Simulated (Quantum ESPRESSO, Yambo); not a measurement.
# GaP (F-43m): Bethe-Salpeter spectra with Yambo, part 3 of 4

Aim: follow the lowest exciton of GaP (F-43m) as the mesh is refined.

Quantum ESPRESSO 7.5 and Yambo 5.3.0; PBE and many-body steps on it, plane waves. Known limits of the many-body steps: not at the basis limit; no spin-orbit coupling; coarse k mesh; bindings not settled in the k mesh.

So far. Step 8 (Triplet (no exchange term)): The lowest triplet lies at 2.525 eV; without spin-orbit coupling triplets are dark, so no spectrum is read. Step 9 (Empty states on the mesh, 6×6×6 mesh, 22 bands): On this mesh the gap is 1.653 eV.

## (11) k mesh (6×6×6)

This step: Bethe-Salpeter equation on PBE with a scissors shift, plane waves, norm-conserving pseudopotentials.

bse6.in reads:

```
optics
bss
bse
em1s
dipoles
rim_cut
RandQpts= 1000000
RandGvec= 1 RL
Chimod= "HARTREE"
BSKmod= "SEX"
BSEmod= "resonant"
BSSmod= "d"
BSENGexx= 20 Ry
BSENGBlk= 4 Ry
% BSEQptR
 1 | 1 |
%
% BSEBands
 11 | 17 |
%
% BEnRange
 0 | 5 | eV
%
% BDmRange
 0.1 | 0.1 | eV
%
BEnSteps= 101
% BLongDir
 1 | 0 | 0 |
%
% BndsRnXs
 5 | 22 |
%
NGsBlkXs= 4 Ry
% LongDrXs
 1 | 1 | 1 |
%
% KfnQP_E
 0.883 | 1.0 | 1.0 |
%
WRbsWF
FFTGvecs= 47 Ry
```

On the command line:

```bash
$ OMP_NUM_THREADS=1 mpirun -n 8 yambo -F bse6.in -J bse6 -C bse6 > bse6.log
```

Output:

```text
 Yambo, version 5.3.0

 [02] CORE Variables Setup
 =========================

  [... cell, symmetries and grids as in the set-up ...]

  [02.05] Energies & Occupations
  ==============================

  [X] === General ===
  [X] Electronic Temperature                        :  0.000000  0.000000 [eV K]
  [X] Bosonic    Temperature                        :  0.000000  0.000000 [eV K]
  [X] Finite Temperature mode                       : no
  [X] El. density                                   :  0.64228E+24 [cm-3]
  [X] Fermi Level                                   :  8.204633 [eV]

  [X] === Gaps and Widths ===
  [X] Conduction Band Min                           :  1.653057 [eV]
  [X] Valence Band Max                              :  0.000000 [eV]
  [X] Filled Bands                                  :  13
  [X] Empty Bands                                   :  14  22
  [X] Direct Gap                                    :  1.817540 [eV]
  [X] Direct Gap localized at k                     :  1
  [X] Indirect Gap                                  :  1.653057 [eV]
  [X] Indirect Gap between kpts                     :   1  13
  [X] Last valence band width                       :  3.261238 [eV]
  [X] 1st conduction band width                     :  2.255512 [eV]

 [03] Transferred momenta grid and indexing
 ==========================================

 [BZ sampling] Q-grid is User defined and/or read from the database

 IBZ Q-points                                      :  16
 BZ  Q-points                                      :  216

 K/Q-points units:
 rlu = crystal or reduced units; cc = cartesian coordinates; iku = interal k-units

 Q [ 1]         [rlu]:  0.000000  0.000000  0.000000
 Q [ 2]         [rlu]:  0.25176E-17  0.25176E-17  0.16667
[...]
X band range                                     :   5  22
  X e/h energy range                               : -1.000000 -1.000000 [eV]
  X Time ordering                                  : T
  X Hxc Kernel                                     : HARTREE
  X Drude frequency                                :  0.000000  0.000000
  X poles                                          :  100.0000 [o/o]
  RL vectors in the sum                            :  1471
  [r,Vnl] included                                 : yes
  Field direction                                  :  0.577350E-5  0.577350E-5  0.577350E-5
  BZ energy Double Grid                            : no
  BZ energy DbGd points                            : 0
  BZ Q point size factor                           : -1.000000
  X Optical Averaged directions                    : none

 [08] Bethe Salpeter Equation driver
 ===================================

  [08.01] Bethe Salpeter Equation @q1
  ===================================

   [08.01.01] Transition pre-analysis @q1
   ======================================

   [08.01.02] Transition Groups build-up @q1
   =========================================

   [BSK] Transition groups (total):   64
   [BSK] Size (resonant):  2592
   [BSK]         (total):  2592
   [BSK] N. of matrices :  1

   [08.01.03] Loading Dipoles @q1
   ==============================

   [08.01.04] Independent Particles properties @q1
   ===============================================

   ==========================================================

   [BSE] Exchange components :   459
   [BSE] Correlation components :   51  229

    [08.01.05.01] Screened interaction header I/O
    =============================================

    [08.01.05.02] Main kernel loop
    ==============================

    [08.01.05.03] Wave-Function Phases
    ==================================

    [BSE] WF phases found       :  54.76190 [o/o]

   [08.01.06] BSE solver(s) @q1
   ============================

   [SLK-Digonalization]  Pools        :  2
   [SLK-Digonalization]  BLACS grid   :  2  2

   [08.01.07] Diago Solver @q1
   ===========================

 [11] Game Over & Game summary
```

Wall time 47 s (8 MPI ranks of AMD EPYC 7R43, shared host); peak memory 4 GiB; 6.1 min of CPU time.

This step gave:

```yaml
transitions_in_the_window: 2592
direct_gap_of_the_transition_levels: 2.701 eV
lowest_state: 2.559 eV
first_strong_exciton_over_a_fiftieth_of_the_strongest_listed: 2.559 eV
binding_of_the_lowest_state_below_the_direct_gap: 0.1413 eV
coulomb_term_of_one_mesh_cell: 0.1646 eV
```

The binding is 0.86 times the screened Coulomb term of one mesh cell (0.16 eV), so it is not shown settled.

The lowest state lies at 2.559 eV, 0.141 eV under the direct gap.

The ε₂ has structure finer than the step of the table below, so its rows give means over 0.25 eV, whole bins alone (the curve runs from 0 to 5 eV). Peaks (eV: height): BSE 2.550: 12.4, 3.450: 68.5, 4.450: 37.2, 4.850: 43.3; no electron-hole interaction 2.700: 7.97, 3.650: 46.6.

Field along x; broadening 0.1 eV; transition window only. Limits: finite bands, cutoff and mesh; no spin-orbit coupling; exciton not shown settled in the k mesh. The ε₂ by photon energy; means over each step:

```
photon energy (eV)    BSE  no electron-hole interaction
              0.25  0.157                         0.119
              0.50  0.182                         0.135
              0.75  0.215                         0.156
              1.00  0.259                         0.182
              1.25  0.320                         0.217
              1.50  0.413                         0.267
              1.75  0.567                         0.342
              2.00  0.886                         0.474
              2.25   1.98                         0.787
              2.50   8.41                          2.45
              2.75   5.10                          5.61
              3.00   4.97                          2.28
              3.25   22.6                          3.50
              3.50   44.9                          16.7
              3.75   8.86                          30.6
              4.00   5.05                          6.20
              4.25   11.7                          4.11
              4.50   30.9                          11.2
              4.75   37.5                          19.3
```

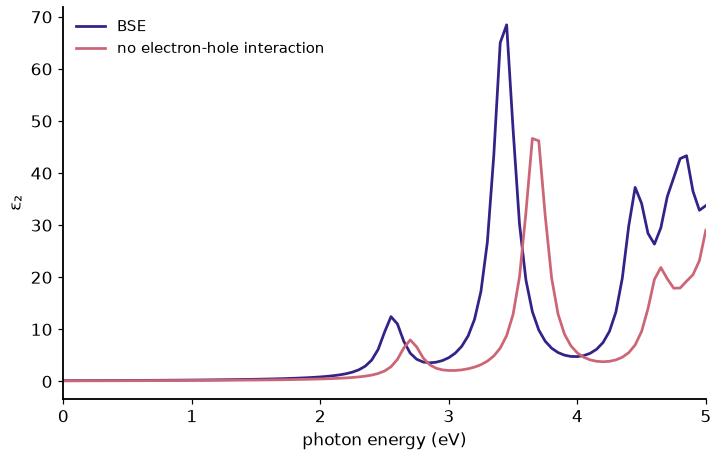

ε₂ against photon energy.

## (12) Triplet (no exchange term)

bse7.in, as its differences from bse6.in of step 11:

```diff
@@ -12,3 +12,3 @@
 BSSmod= "d"
-BSENGexx= 20 Ry
+BSENGexx= 1 RL
 BSENGBlk= 4 Ry
```

On the command line:

```bash
$ OMP_NUM_THREADS=1 mpirun -n 8 yambo -F bse7.in -J bse7,bse6_W -C bse7 > bse7.log
```

Output:

```text
 Yambo, version 5.3.0

 [02] CORE Variables Setup
 =========================

  [... cell, symmetries and grids as in the set-up ...]

  [02.05] Energies & Occupations
  ==============================

  [X] === General ===
  [X] Electronic Temperature                        :  0.000000  0.000000 [eV K]
  [X] Bosonic    Temperature                        :  0.000000  0.000000 [eV K]
  [X] Finite Temperature mode                       : no
  [X] El. density                                   :  0.64228E+24 [cm-3]
[...]
=========================================

  [WARNING] [r,Vnl^pseudo] included in position and velocity dipoles.

  [WARNING] In case H contains other non local terms, these are neglected

 [07] Static Dielectric Matrix
 =============================

    [08.01.05.02] Main kernel loop
    ==============================

    [08.01.05.03] Wave-Function Phases
    ==================================

    [BSE] WF phases found       :  54.76190 [o/o]

   [08.01.06] BSE solver(s) @q1
   ============================

   [SLK-Digonalization]  Pools        :  2
   [SLK-Digonalization]  BLACS grid   :  2  2

   [08.01.07] Diago Solver @q1
   ===========================

 [11] Game Over & Game summary
```

Elapsed: 42 s, on 8 MPI ranks; peak memory 4 GiB.

The lowest triplet lies at 2.549 eV; without spin-orbit coupling triplets are dark, so no spectrum is read.

## (13) Empty states on the mesh, 8×8×8 mesh, 22 bands

This step: Quantum ESPRESSO 7.5; DFT, PBE, plane waves, norm-conserving pseudopotentials.

pw.in reads:

```
&control
  calculation = 'nscf'
  prefix = 'x'
  outdir = 'o'
  pseudo_dir = 'pseudo'
/
&system
  ibrav = 0
  nat = 2
  ntyp = 2
  ecutwfc = 104.0
  nbnd = 22
  force_symmorphic = .true.
/
&electrons
  conv_thr = 1e-9
  electron_maxstep = 80
  diago_full_acc = .true.
  diago_thr_init = 5e-6
/
ATOMIC_SPECIES
  Ga 69.723 Ga.upf
  P 30.974 P.upf
CELL_PARAMETERS angstrom
  0.0000000000 2.7252500000 2.7252500000
  2.7252500000 0.0000000000 2.7252500000
  2.7252500000 2.7252500000 0.0000000000
ATOMIC_POSITIONS crystal
  Ga 0.0000000000 0.0000000000 0.0000000000
  P 0.2500000000 0.2500000000 0.2500000000
K_POINTS automatic
  8 8 8 0 0 0
```

On the command line:

```bash
$ OMP_NUM_THREADS=1 mpirun -n 8 pw.x -nk 4 -in pw.in > pw.out
```

Output:

```text
[banner, memory and clock lines left out]
Program PWSCF v.7.5 starts

     Atomic positions and unit cell read from directory:
     o/x.save/

     Message from routine setup:
     using ibrav=0 with symmetry is DISCOURAGED, use correct ibrav instead

     bravais-lattice index     =            0
     lattice parameter (alat)  =       7.2832  a.u.
     unit-cell volume          =     273.1780 (a.u.)^3
     number of atoms/cell      =            2
     number of atomic types    =            2
     number of electrons       =        26.00
[...]
-135.1871 -85.9119 -85.9119 -85.9118  -6.3489  -6.3304  -6.3304  -6.2377
    -6.2377  -4.0858   6.5754   7.9751   7.9751  10.6499  12.4404  12.4404
    12.6711  17.3262  17.3262  17.9133  20.0069  21.9595

          k = 0.1768 0.1768-0.1768 (  4873 PWs)   bands (ev):

  -135.1871 -85.9118 -85.9118 -85.9117  -6.3791  -6.3203  -6.3203  -6.2361
    -6.2361  -3.5122   4.3287   7.5424   7.5424  10.3580  12.9459  12.9459
    14.5489  17.1496  17.1496  18.1348  21.2975  24.3939

          k = 0.2652 0.2652-0.2652 (  4907 PWs)   bands (ev):

     [... further k-points ...]

     highest occupied, lowest unoccupied level (ev):     8.2046    9.8467

     XML data file, pseudopotentials, collected wavefunctions
```

It took 3.4 s on 8 MPI ranks; peak memory 0.47 GiB.

This step gave:

| Quantity | Value |
| --- | --- |
| gap | 1.642 eV |
| k of the valence top | 0, 0, 0 |
| k of the conduction bottom | 0, 0.375, 0.375 |
| least direct gap | 1.818 eV |
| k points computed | 29 |
| lowest point of the top converged band, above the valence top | 12.45 eV |

On this mesh the gap is 1.642 eV.

## (14) Conversion and set-up

This step: Yambo 5.3.0; conversion and set-up on PBE, plane waves, norm-conserving pseudopotentials.

On the command line:

```bash
$ (cd o/x.save; p2y > p2y.log; mv SAVE ../..); yambo > setup.log
```

Output:

```text
 Yambo, version 5.3.0

 [02] CORE Variables Setup
 =========================

  [02.01] Unit cells
  ==================

  Cell kind             :  FCC
  Atoms in the cell     :  Ga  P
  number of Ga atoms    :  1
  number of P  atoms    :  1

  List of atomic masses
  Mass of Ga    :  69.72300
  Mass of P     :  30.97400

  List of atomic coordinates    : [cc]
  Ga1       :  0.000000  0.000000  0.000000  order 1
  P1       :  2.574988  2.574988  2.574988  order 2

  Alat factors          :  5.149976  5.149976  5.149976 [a.u.]
  Direct lattice volume :  273.1780 [a.u.]
[...]
Q [ 1]         [rlu]:  0.000000  0.000000  0.000000
 Q [ 2]         [rlu]: -0.12963E-17 -0.12963E-17  0.12500
 Q [ 3]         [rlu]: -0.25926E-17 -0.25926E-17  0.25000
[...]
Q [ 8]         [rlu]: -0.25926E-17  0.12500      0.37500
 Q [ 9]         [rlu]: -0.52520E-17  0.12500      0.50000
 Q [10]         [rlu]:  0.51853E-17  0.12500     -0.37500
     [... 17 further rows ...]
 Q [28]         [rlu]:  0.125000 -0.500000 -0.375000
 Q [29]         [rlu]:  0.250000 -0.500000 -0.250000

  [03.01] X indexes
  =================

   [03.01.01] Sigma indexes
   ========================

 [06] Game Over & Game summary
```

Run time: 5 s. Hardware: 1 MPI rank; peak memory 0.26 GiB.

## (15) k mesh (8×8×8)

This step: Bethe-Salpeter equation on PBE with a scissors shift, plane waves, norm-conserving pseudopotentials.

bse9.in, as its differences from bse7.in of step 12:

```diff
@@ -12,3 +12,3 @@
 BSSmod= "d"
-BSENGexx= 1 RL
+BSENGexx= 20 Ry
 BSENGBlk= 4 Ry
@@ -18,3 +18,3 @@
 % BSEBands
- 11 | 17 |
+ 11 | 15 |
 %
```

On the command line:

```bash
$ OMP_NUM_THREADS=1 mpirun -n 8 yambo -F bse9.in -J bse9 -C bse9 > bse9.log
```

Output:

```text
 Yambo, version 5.3.0

 [02] CORE Variables Setup
 =========================

  [... cell, symmetries and grids as in the set-up ...]

  [02.05] Energies & Occupations
  ==============================

  [X] === General ===
  [X] Electronic Temperature                        :  0.000000  0.000000 [eV K]
  [X] Bosonic    Temperature                        :  0.000000  0.000000 [eV K]
  [X] Finite Temperature mode                       : no
  [X] El. density                                   :  0.64228E+24 [cm-3]
[...]
==========================================================

   [BSE] Exchange components :   459
   [BSE] Correlation components :    51   331

    [08.01.05.01] Screened interaction header I/O
    =============================================

    [08.01.05.02] Main kernel loop
    ==============================

    [08.01.05.03] Wave-Function Phases
    ==================================

    [BSE] WF phases found       :  67.24138 [o/o]

   [08.01.06] BSE solver(s) @q1
   ============================

   [SLK-Digonalization]  Pools        :  2
   [SLK-Digonalization]  BLACS grid   :  2  2

   [08.01.07] Diago Solver @q1
   ===========================

 [11] Game Over & Game summary
```

Wall time 95 s (8 MPI ranks); peak memory 5.1 GiB.

This step gave:

* transitions in the window: 3072
* direct gap of the transition levels: 2.701 eV
* lowest state: 2.578 eV
* first strong exciton (over a fiftieth of the strongest listed): 2.578 eV
* binding of the lowest state below the direct gap: 0.1229 eV
* Coulomb term of one mesh cell: 0.1423 eV

The binding is 0.86 times the screened Coulomb term of one mesh cell (0.14 eV), so it is not shown settled.

The lowest state lies at 2.578 eV, 0.123 eV under the direct gap.

The window of bands is narrower than in the first exciton run, so this row is not like for like with it.

The program warns that the window of bands cuts a degenerate level, which breaks the symmetry of states and spectrum.

## (16) Triplet (no exchange term)

bse10.in, as its differences from bse9.in of step 15:

```diff
@@ -12,3 +12,3 @@
 BSSmod= "d"
-BSENGexx= 20 Ry
+BSENGexx= 1 RL
 BSENGBlk= 4 Ry
```

On the command line:

```bash
$ OMP_NUM_THREADS=1 mpirun -n 8 yambo -F bse10.in -J bse10,bse9_W -C bse10 > bse10.log
```

Output:

```text
 Yambo, version 5.3.0

 [02] CORE Variables Setup
 =========================

  [... cell, symmetries and grids as in the set-up ...]

  [02.05] Energies & Occupations
  ==============================

  [X] === General ===
  [X] Electronic Temperature                        :  0.000000  0.000000 [eV K]
  [X] Bosonic    Temperature                        :  0.000000  0.000000 [eV K]
  [X] Finite Temperature mode                       : no
  [X] El. density                                   :  0.64228E+24 [cm-3]
[...]
=========================================

  [WARNING] [r,Vnl^pseudo] included in position and velocity dipoles.

  [WARNING] In case H contains other non local terms, these are neglected

 [07] Static Dielectric Matrix
 =============================

    [08.01.05.02] Main kernel loop
    ==============================

    [08.01.05.03] Wave-Function Phases
    ==================================

    [BSE] WF phases found       :  67.24138 [o/o]

   [08.01.06] BSE solver(s) @q1
   ============================

   [SLK-Digonalization]  Pools        :  2
   [SLK-Digonalization]  BLACS grid   :  2  2

   [08.01.07] Diago Solver @q1
   ===========================

 [11] Game Over & Game summary
```

The job ended after 81 s (8 MPI ranks; peak memory 4.8 GiB).

The lowest triplet lies at 2.573 eV; without spin-orbit coupling triplets are dark, so no spectrum is read.

The program warns that the window of bands cuts a degenerate level, which breaks the symmetry of states and spectrum.

## (17) Empty states on the mesh, 10×10×10 mesh, 22 bands

This step: Quantum ESPRESSO 7.5; DFT, PBE, plane waves, norm-conserving pseudopotentials.

pw.in: that of step 13 with these lines changed.

```diff
@@ -31,2 +31,2 @@
 K_POINTS automatic
-  8 8 8 0 0 0
+  10 10 10 0 0 0
```

On the command line:

```bash
$ OMP_NUM_THREADS=1 mpirun -n 8 pw.x -nk 4 -in pw.in > pw.out
```

Output:

```text
[banner, memory and clock lines left out]
Program PWSCF v.7.5 starts

     Atomic positions and unit cell read from directory:
     o/x.save/

     Message from routine setup:
     using ibrav=0 with symmetry is DISCOURAGED, use correct ibrav instead

     bravais-lattice index     =            0
     lattice parameter (alat)  =       7.2832  a.u.
     unit-cell volume          =     273.1780 (a.u.)^3
     number of atoms/cell      =            2
     number of atomic types    =            2
     number of electrons       =        26.00
[...]
-135.1871 -85.9119 -85.9119 -85.9118  -6.3442  -6.3320  -6.3320  -6.2379
    -6.2379  -4.1581   7.0192   8.0503   8.0503  10.5942  12.3279  12.3279
    12.4161  17.4780  17.4780  17.6389  20.1493  21.5514

          k = 0.1414 0.1414-0.1414 (  4882 PWs)   bands (ev):

  -135.1871 -85.9118 -85.9118 -85.9117  -6.3664  -6.3245  -6.3245  -6.2371
    -6.2371  -3.7808   5.2111   7.7156   7.7156  10.5246  12.7860  12.7860
    13.7417  17.0656  17.0656  18.3153  20.3517  23.3829

          k = 0.2121 0.2121-0.2121 (  4900 PWs)   bands (ev):

     [... further k-points ...]

     highest occupied, lowest unoccupied level (ev):     8.2046    9.8089

     XML data file, pseudopotentials, collected wavefunctions
```

It took 5.2 s on 8 MPI ranks; peak memory 0.46 GiB; 38 s of CPU time.

This step gave:

* gap: 1.604 eV
* k of the valence top: 0, 0, 0
* k of the conduction bottom: 0, 0.4, 0.4
* least direct gap: 1.818 eV
* k points computed: 47
* lowest point of the top converged band, above the valence top: 12.45 eV

On this mesh the gap is 1.604 eV.

## (18) Conversion and set-up

This step: Yambo 5.3.0; conversion and set-up on PBE, plane waves, norm-conserving pseudopotentials.

On the command line:

```bash
$ (cd o/x.save; p2y > p2y.log; mv SAVE ../..); yambo > setup.log
```

Output:

```text
 Yambo, version 5.3.0

 [02] CORE Variables Setup
 =========================

  [02.01] Unit cells
  ==================

  Cell kind             :  FCC
  Atoms in the cell     :  Ga  P
  number of Ga atoms    :  1
  number of P  atoms    :  1

  List of atomic masses
  Mass of Ga    :  69.72300
  Mass of P     :  30.97400

  List of atomic coordinates    : [cc]
  Ga1       :  0.000000  0.000000  0.000000  order 1
  P1       :  2.574988  2.574988  2.574988  order 2

  Alat factors          :  5.149976  5.149976  5.149976 [a.u.]
  Direct lattice volume :  273.1780 [a.u.]
[...]
Q [ 1]         [rlu]:  0.000000  0.000000  0.000000
 Q [ 2]         [rlu]:  0.62884E-17 -0.75893E-17  0.10000
 Q [ 3]         [rlu]:  0.12577E-16 -0.15179E-16  0.20000
[...]
Q [ 8]         [rlu]:  0.50370E-17  0.10000      0.20000
 Q [ 9]         [rlu]:  0.75710E-17  0.10000      0.30000
 Q [10]         [rlu]: -0.12756E-16  0.10000      0.40000
     [... 35 further rows ...]
 Q [46]         [rlu]:  0.200000  0.400000 -0.300000
 Q [47]         [rlu]:  0.200000 -0.500000 -0.300000

  [03.01] X indexes
  =================

   [03.01.01] Sigma indexes
   ========================

 [06] Game Over & Game summary
```

Run time: 5.9 s. Hardware: 1 MPI rank; peak memory 0.27 GiB.

(Continued in part 4 of 4.)

[Paths, hosts, dates, memory and timing lines, banners, echoed tables and standing remarks are left out of the program output.]

[Logs are printed without paths, hosts, clocks, repeated set-up lines and the standing remarks that a program may print on its own settings, such as how far it seeks lower states.]

[Runs of the session that timed out or met a known fault of the program may be left out.]

[Hosts, paths, dates, database ids (printed as entryN), source tags and the programs' standing remarks are cut or masked in the printed files.]
